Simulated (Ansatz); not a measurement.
# Run report: BNH$_{4}$O, nudged elastic band (part 2 of 2)

BNH$_{4}$O; RKS r2SCAN-D4/def2-SVP (Ansatz 0.2.0). The run did not end well. It belongs to a series of runs on one base structure; here: band between the two ends.

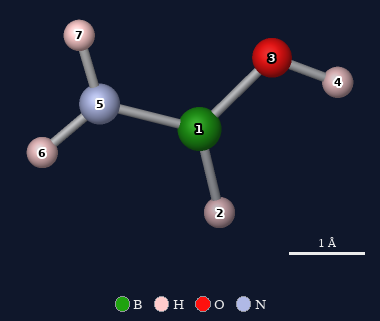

Fig. 1: The starting structure (ball-and-stick view, seen at a tilt; atoms are numbered from 1 in the order of the input).

```
Unfinished report: {"positions_ang":[[-0.41155165815066014,-0.508634486803571,0.40347713956870296],[0.8924316076914127,-0.22629461846138665,1.0195247996398011],[1.246651731806119,0.22426180675005233,0.06913163742921671],[1.7717399373787432,-0.5261900625283533,-0.2647238501674706],[-1.1887100848623249,-0.09507999942389575,-0.659090451598718],[-2.1803603084163172,-0.30748845392353663,-0.6758188211584167],[-0.857702225446973,0.48752782439069015,-1.4257004437131162]],"unchecked":["starts","cluster_reference","orbital_swaps","neighbouring_geometries","increment"],"mean_field":{"relativity":"none","state":{"energy":{"ev":-4270.7305763511795,"hartree":-156.94645387575022},"converged":true,"gradient_ev":0.00008562623552225064,"stability":{"kind":"minimum","curvature_ev":55.003314034392446},"curvature_floor_ev":0.00030000000000000003,"spin_squared":0.0},"others":[],"fillings":{"estimated":0,"unestimated":0,"tried":0,"untried":0,"excluded_magnetic_sites":0},"n_dropped_functions":0,"n_trapped_functions":0,"passes":{"evaluations":2,"products":17},"factors":{"origin":"density fitting in generated functions","count":701,"bound_ev":null},"gradient_stop_ev":0.00009,"reference_kind":"stationary","functional":{"name":"r2SCAN","citations":["Furness, Kaplan, Ning, Perdew & Sun, J. Phys. Chem. Lett. 11, 8208 (2020) doi:10.1021/acs.jpclett.0c02405","Furness, Kaplan, Ning, Perdew & Sun, J. Phys. Chem. Lett. 11, 9248 (2020) doi:10.1021/acs.jpclett.0c03077"],"text":"name \"r2SCAN\"\ncite \"Furness, Kaplan, Ning, Perdew & Sun, J. Phys. Chem. Lett. 11, 8208 (2020) doi:10.1021/acs.jpclett.0c02405\"\ncite \"Furness, Kaplan, Ning, Perdew & Sun, J. Phys. Chem. Lett. 11, 9248 (2020) doi:10.1021/acs.jpclett.0c03077\"\nparent r2scan\nparameter k0 = 0.174\nparameter k1 = 0.065\nparameter a1 = 4.9479\nexchange = r2scan_x(k0 = k0, k1 = k1, a1 = a1)\ncorrelation = r2scan_c\n","parameters":{"a1":{"value":4.9479,"default":4.9479},"k0":{"value":0.174,"default":0.174},"k1":{"value":0.065,"default":0.065}},"final_grid":{"core_spheres":27.0,"valence_spheres":18.0,"degree":36.0},"final_grid_parameter_source":"default","radial_points_factor":1.0,"radial_grid_error_ev":0.00004202825166463307,"grid_sensitivity":"normal","grid_sensitivity_ratio":0.004213694444324409},"unsmoothed_excess_ev":-8.257995649526811e-6,"symmetry":{"irreps":["A"],"axes":[[0.9983676569689882,0.053804418135653745,0.019160013239465],[-0.054652260131583516,0.9974041373947836,0.046884082269756495],[-0.01658770571123285,-0.047854689392485904,0.9987165647581832]],"occupied":[{"A":12},{"A":12}]},"density_repulsion":{"missed_ev":0.00004595555016689342,"excess_ev":0.00004595555016689342,"most_excess_ev":0.000312,"are_drawn_again":false,"n_first_factors":701,"energy_change_ev":0.0,"n_dropped_ends":0},"direct_passes":"host"},"factors":{"origin":"density fitting in generated functions","count":701,"bound_ev":null},"n_frozen":0,"n_occupied":[12,12],"n_virtual":[50,50],"reference":{"ev":-4270.7305763511795,"hartree":-156.94645387575022},"dispersion":{"energy":{"ev":-0.017879917738513232,"hartree":-0.0006570748574468313},"switches_in_reach":[]},"total":{"ev":-4270.748456268918,"hartree":-156.94711095060765},"forces_ev_per_angstrom":[[-0.030906419560992666,-0.0030934359181134337,0.01952462360382104],[0.05373758141093004,0.01127261294777266,0.017934930886195237],[0.01692277649703479,0.005608739883277763,0.020331683924393117],[-0.02652325595234314,0.0027253532685837262,-0.03692545397905891],[-0.014145460326116922,-0.0022998240922739808,0.008774709473090673],[-0.016512524291214054,0.0013997769945337168,-0.047828684979645965],[0.017427302223467344,-0.015613223083588488,0.01818819107082636]],"charge_distribution":{"dipole_moment_e_ang":[-0.01796784343805435,0.059451254112419784,-0.5941553120486326],"mulliken_charges_e":[-0.312142366157631,0.19781352335701974,-0.24787955218052282,0.17772157588023008,-0.10298239888897331,0.15361865279035525,0.13385056519952943],"lowdin_charges_e":[-0.3977165483265619,-0.05668577601857572,0.15301266647062484,-0.00868816044346854,0.25286077270098595,0.03323762672596953,0.023979418891006965]},"n_threads":1,"memory_gib":1.7045454550534487,"seconds":{"hamiltonian":2.572949252,"orbitals":0.0,"second_order":0.0,"solver_start":0.0,"cycles":0.0,"cycle":0.0,"perturbative":0.0,"full_ci_increment":0.0,"forces":0.0}}
this run last wrote the band of iteration 60 to [file]
Error: NEB band did not converge after 60 iterations: max|band force component| = 1.47e-1 eV/Å (threshold 5.0e-2); raise `neb.max_iterations` in a new run, which can start from the last band evaluated (`neb.initial_path`, with `crystal.atoms` and `neb.final_atoms` set to its first and last images), add images, or start from endpoints closer to local minima. Where this run's directory can be resumed (`checkpoint.write`), a resume goes on for up to `neb.max_iterations` more; to start a new run from the last band, take its images' positions from the `neb_iteration` event of iteration 60 (`data.images[].positions_ang`), in the event stream of the run that computed that iteration (not this run's, if it was resumed behind it). With `checkpoint.write`, `steps/00-neb/state/checkpoint.json` in the run directory holds the last saved band, under `neb.evaluated.images[].positions_ang` (a band under a hybrid functional on support functions is neither saved nor resumed: `neb.initial_path` says where its path is): check the last entry of `neb.iterations` there, which is earlier than 60 if that iteration was not saved or its write failed. If the band's step has no `state` directory and holds `state.next`, a write was cut short, and the file is under `state.next` instead (behind a loss of power it can be under `state.prev`)
this run wrote the band of iteration 60 to [file] as well, whether or not its events were kept: a new run's `neb.initial_path` can list its `images[].positions_ang`
a run's events are kept only if it was started with --events-out <file>, and are in that file
```

## The last band as extended XYZ (Å, eV, eV/Å)
```
7
Properties=species:S:1:pos:R:3:forces:R:3 image=0 energy=-4275.38429
B     0.0907   -0.2467    0.1010   -0.0003  -0.0002  -0.0006
H     0.0190   -0.6277    1.2525   -0.0001  -0.0001   0.0007
O     1.2972   -0.0658   -0.5273    0.0002   0.0000   0.0001
H     2.0398   -0.2740    0.0475    0.0000   0.0001  -0.0001
N    -1.0871    0.0178   -0.6137    0.0003   0.0003  -0.0008
H    -2.0094   -0.0925   -0.2175    0.0002   0.0000   0.0000
H    -1.0778    0.3371   -1.5756   -0.0002  -0.0001   0.0007
7
Properties=species:S:1:pos:R:3:forces:R:3 image=1 energy=-4275.17212
B     0.0566   -0.1980    0.1858    0.1738   0.0614  -0.1332
H     0.1815   -0.5322    1.3453   -0.6159  -0.2474   0.0092
O     1.2271    0.0665   -0.4893    0.0904  -0.1650  -0.2740
H     1.9356   -0.4490   -0.0966    0.3104   0.2641   0.1476
N    -1.1103   -0.0090   -0.5760    0.0641   0.1278   0.0277
H    -2.0870   -0.2001   -0.4019    0.1472   0.0835   0.3609
H    -0.9310    0.3699   -1.5006   -0.1699  -0.1245  -0.1382
7
Properties=species:S:1:pos:R:3:forces:R:3 image=2 energy=-4274.24308
B    -0.0212   -0.2125    0.2577    1.3909   0.9094  -0.7228
H     0.4526   -0.3857    1.3485   -2.0285  -1.0459   1.2145
O     1.1836    0.1700   -0.3512   -0.1408  -0.1489  -1.5901
H     1.8025   -0.5457   -0.1642    0.3638   0.4142   0.2194
N    -1.1469   -0.0827   -0.5922    0.3725   0.1235   0.3138
H    -2.1440   -0.2598   -0.5681    0.2002   0.0214   0.5630
H    -0.8542    0.3645   -1.4635   -0.1580  -0.2737   0.0021
7
Properties=species:S:1:pos:R:3:forces:R:3 image=3 energy=-4271.95203
B    -0.1963   -0.3231    0.3460    2.7425   1.4366  -1.0142
H     0.6986   -0.2502    1.2052   -2.2928  -1.4142   2.1761
O     1.1929    0.2192   -0.1476   -0.7433   0.0730  -2.2067
H     1.7673   -0.5613   -0.2015    0.0396   0.2046   0.1716
N    -1.1750   -0.1134   -0.6298    0.0583  -0.0707   0.4088
H    -2.1738   -0.2962   -0.6375    0.1755   0.0028   0.3077
H    -0.8412    0.3731   -1.4681    0.0201  -0.2322   0.1567
7
Properties=species:S:1:pos:R:3:forces:R:3 image=4 energy=-4270.74845
B    -0.4116   -0.5086    0.4035   -0.0309  -0.0031   0.0195
H     0.8924   -0.2263    1.0195    0.0537   0.0113   0.0179
O     1.2467    0.2243    0.0691    0.0169   0.0056   0.0203
H     1.7717   -0.5262   -0.2647   -0.0265   0.0027  -0.0369
N    -1.1887   -0.0951   -0.6591   -0.0141  -0.0023   0.0088
H    -2.1804   -0.3075   -0.6758   -0.0165   0.0014  -0.0478
H    -0.8577    0.4875   -1.4257    0.0174  -0.0156   0.0182
7
Properties=species:S:1:pos:R:3:forces:R:3 image=5 energy=-4270.88522
B    -0.5657   -0.7620    0.3310   -0.1286  -0.0866   0.0290
H     1.1043   -0.0460    1.0223    0.1100   0.0632  -0.0030
O     1.3026    0.2153    0.0928    0.0585   0.0214   0.0187
H     1.7797   -0.5751   -0.2116    0.0056   0.0037  -0.0177
N    -1.2432   -0.0966   -0.6755   -0.0363  -0.0147  -0.0012
H    -2.2322   -0.3001   -0.7894   -0.0375   0.0190  -0.0694
H    -0.8730    0.6126   -1.3028    0.0281  -0.0060   0.0435
7
Properties=species:S:1:pos:R:3:forces:R:3 image=6 energy=-4270.92208
B    -0.6462   -0.9517    0.2318    0.0084  -0.0167   0.0106
H     1.2825    0.1760    1.0147    0.0022  -0.0003  -0.0023
O     1.3374    0.1991    0.0450   -0.0064   0.0019  -0.0011
H     1.6996   -0.6820   -0.1444   -0.0027   0.0013   0.0031
N    -1.2876   -0.1117   -0.6620   -0.0071   0.0267  -0.0226
H    -2.2643   -0.2647   -0.8993   -0.0059  -0.0081   0.0079
H    -0.8488    0.6831   -1.1189    0.0115  -0.0047   0.0044
```

The run was set up as follows.

## Input
```yaml
crystal:
  periodic: [false, false, false]
  atoms:
    - { symbol: B, position_ang: [0.090722, -0.246726, 0.100981] }
    - { symbol: H, position_ang: [0.018981, -0.627652, 1.252496] }
    - { symbol: O, position_ang: [1.297204, -0.065834, -0.527349] }
    - { symbol: H, position_ang: [2.039806, -0.274025, 0.047498] }
    - { symbol: "N", position_ang: [-1.087055, 0.017833, -0.613708] }
    - { symbol: H, position_ang: [-2.009355, -0.092547, -0.217544] }
    - { symbol: H, position_ang: [-1.077804, 0.337053, -1.575574] }
basis:
  gaussian: { orbitals: def2-SVP }
hamiltonian:
  xc: r2scan
  dispersion: d4
neb:
  order_check: false
  images: 5
  f_tol: 0.05
  max_iterations: 60
  optimiser: fire
  climbing: immediate
  final_atoms:
    - { symbol: B, position_ang: [-0.64622427, -0.95165607, 0.23182351] }
    - { symbol: H, position_ang: [1.28252477, 0.17596992, 1.01467142] }
    - { symbol: O, position_ang: [1.33735513, 0.19912245, 0.04495056] }
    - { symbol: H, position_ang: [1.69955958, -0.68200721, -0.14437999] }
    - { symbol: "N", position_ang: [-1.28758236, -0.11174561, -0.66200535] }
    - { symbol: H, position_ang: [-2.26428963, -0.26465289, -0.89931064] }
    - { symbol: H, position_ang: [-0.84884422, 0.68307142, -1.1189495] }
  initial_path:
    images:
      - { positions_ang: [[0.090722, -0.246726, 0.100981], [0.018981, -0.627652, 1.252496], [1.297204, -0.065834, -0.527349], [2.039806, -0.274025, 0.047498], [-1.087055, 0.017833, -0.613708], [-2.009355, -0.092547, -0.217544], [-1.077804, 0.337053, -1.575574]] }
      - { positions_ang: [[0.06175643, -0.16421975, 0.06653578], [0.25157476, -0.41777253, 1.23197584], [1.40064943, -0.05575001, -0.3066779], [1.98790534, -0.51490504, 0.02955528], [-1.17143242, 0.01895652, -0.6671757], [-2.01563789, -0.32079563, -0.36550907], [-1.24231666, 0.50258844, -1.52190424]] }
      - { positions_ang: [[0.03279086, -0.08171351, 0.03209056], [0.48416852, -0.20789305, 1.21145568], [1.50409485, -0.04566602, -0.0860068], [1.93600469, -0.75578507, 0.01161257], [-1.25580983, 0.02008003, -0.72064339], [-2.02192078, -0.54904426, -0.51347413], [-1.40682931, 0.66812388, -1.46823448]] }
      - { positions_ang: [[0.00382529, 0.00079274, -0.00235465], [0.71676229, 0.00198642, 1.19093551], [1.60754028, -0.03558203, 0.1346643], [1.88410403, -0.99666511, -0.00633015], [-1.34018725, 0.02120355, -0.77411109], [-2.02820367, -0.7772929, -0.6614392], [-1.57134197, 0.83365933, -1.41456471]] }
      - { positions_ang: [[-0.2128579, -0.3166902, 0.07570473], [0.90534978, 0.05998092, 1.13218082], [1.51747856, 0.0426528, 0.10475972], [1.82258921, -0.89177914, -0.05234676], [-1.32265228, -0.02311283, -0.73674251], [-2.10689899, -0.6064129, -0.74072968], [-1.33050938, 0.78346336, -1.31602631]] }
      - { positions_ang: [[-0.42954109, -0.63417313, 0.15376412], [1.09393727, 0.11797542, 1.07342612], [1.42741685, 0.12088762, 0.07485514], [1.7610744, -0.78689318, -0.09836338], [-1.30511732, -0.06742922, -0.69937393], [-2.18559431, -0.4355329, -0.82002016], [-1.0896768, 0.73326739, -1.2174879]] }
      - { positions_ang: [[-0.64622427, -0.95165607, 0.23182351], [1.28252477, 0.17596992, 1.01467142], [1.33735513, 0.19912245, 0.04495056], [1.69955958, -0.68200721, -0.14437999], [-1.28758236, -0.11174561, -0.66200535], [-2.26428963, -0.26465289, -0.89931064], [-0.84884422, 0.68307142, -1.1189495]] }
```

Run as:
```bash
ansatz run input.yaml --threads 1 --pin off --max-ram 2048MiB --backend cpu --events-out ev --progress --plain --runs-dir out
```

## Outcome

```tsv
quantity	value
outcome	not converged
barrier, forward (band not converged)	4.636 eV
barrier, backward	0.174 eV
hardware	1 thread of Arm Neoverse N1, 24 GiB of memory available, shared host
wall time	15 min
peak memory	0.1 GiB
```

## What went wrong

The run did not converge: “NEB band did not converge after 60 iterations: max|band force component| = 1.47e-1 eV/Å (threshold 5.0e-2); raise `neb.max_iterations` in a new run, which can start from the last band evaluated (`neb.initial_path`, with `crystal.atoms` and `neb.final_atoms` set to its first and last images), add images, or start from endpoints closer to local minima …” Its last values are not results.
